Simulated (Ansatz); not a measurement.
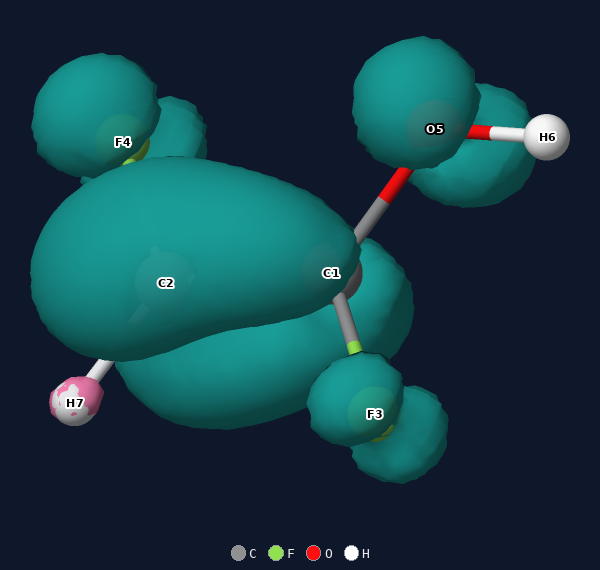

Figure 1: C2H2F2O (SMILES O[C](F)[CH+]F) (charge +1, doublet). Isosurfaces of the spin density at +0.04 (teal) and −0.04 e/Å³ (pink), seen at a tilt.

Geometry: B3LYP/6-31G*.

Computed with Ansatz 0.2.0, isolated molecule in a Gaussian basis; Kohn-Sham density functional theory, functional PBE0.

```yaml
atoms:
  - { symbol: C, position_ang: [0.0648, -0.5160, -0.7253] }
  - { symbol: C, position_ang: [1.0613, -0.3051, 0.2618] }
  - { symbol: F, position_ang: [-0.3223, 0.4961, -1.4293] }
  - { symbol: F, position_ang: [1.4420, -1.3191, 0.9591] }
  - { symbol: O, position_ang: [-0.4434, -1.6748, -0.9209] }
  - { symbol: H, position_ang: [-1.1265, -1.7075, -1.6301] }
  - { symbol: H, position_ang: [1.5144, 0.6637, 0.4551] }
```

Where is the unpaired spin?

Answer. The unpaired spin (1 electron) lies mostly on C2 (about 0.5), C1 (about 0.2), F4 (about 0.1) and O5 (about 0.1), in electrons by Hirshfeld's partition.
